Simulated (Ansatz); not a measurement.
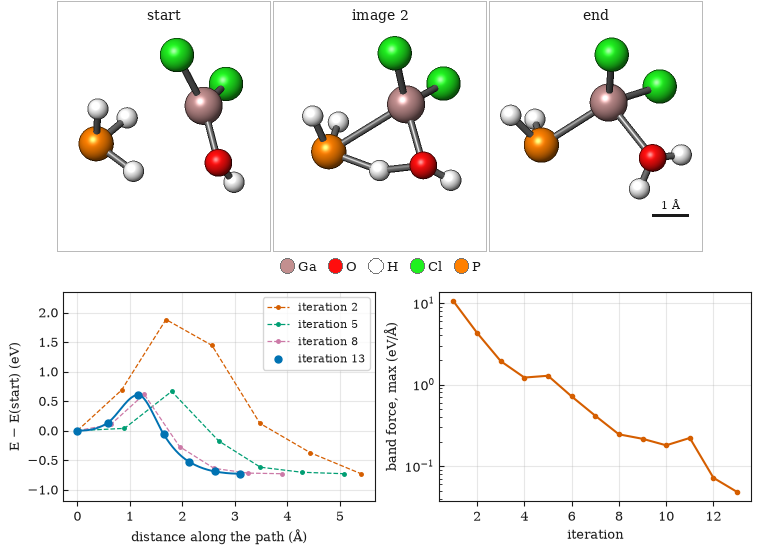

NEB run on GaPH4OCl2, made up at the start of GaHOCl2 and PH$_{3}$. Images are numbered from 0 (start) to 6 (end). The plot follows the band through its iterations. The picture is a ball-and-stick view, seen at a tilt.

All numbers below come from RKS r2SCAN/def2-SVP (Ansatz). Set-up: 5 movable images; climbing image; force threshold 0.05 eV/Å; iteration limit 60; starting path through a guess of the saddle point.

> How did the profile develop, and is the result final?

The result is final at these settings. The band converged in 13 iterations. The largest component of the band force went from 11 to 0.048 eV/Å. The climbing image converged on the top of the path. Its vibrational analysis gives one imaginary mode (957i cm⁻¹), as a transition state must have. The first iteration put the highest image at 4.25 eV. The highest point, image 2, lies 0.61 eV above the start and 1.33 eV above the end; the end is at −0.73 eV relative to the start.

Limits of the set-up: the start holds two separate molecules, 2.6 Å apart at their closest, whose relative position is a soft coordinate and is computed without a dispersion correction.

The run took 3.8 min on 4 threads of Arm Neoverse V2 (shared host), peak memory 0.23 GiB.
